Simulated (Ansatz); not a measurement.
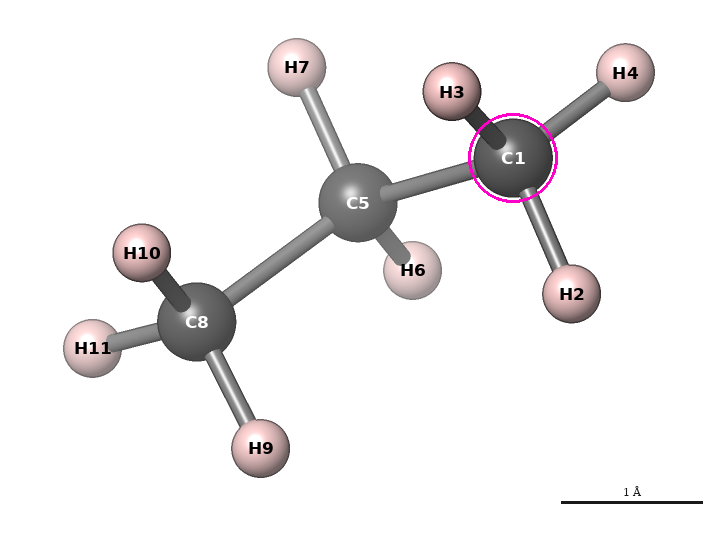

(Drawn from a calculation with Ansatz.)

Orthographic view. Distant atoms are faded towards the background colour. Geometry: a fixed input geometry, not necessarily a minimum.

Question: Name the neighbours of the circled atom.

Answer: The circled atom is C1; it is bonded to H2, H3, H4, C5.

Question: What is the shortest path along bonds from the circled atom to H10?

Answer: C1–C5–C8–H10, 3 bonds; through space the two are 2.76 Å apart.

Question: Of C8 and H10, which is nearer the viewer?

Answer: H10; the bond to C8 points away from the viewer, so it looks shorter than its 1.07 Å.

Question: Which two atoms are farthest apart in space?

Answer: H4 and H11, 4.33 Å.
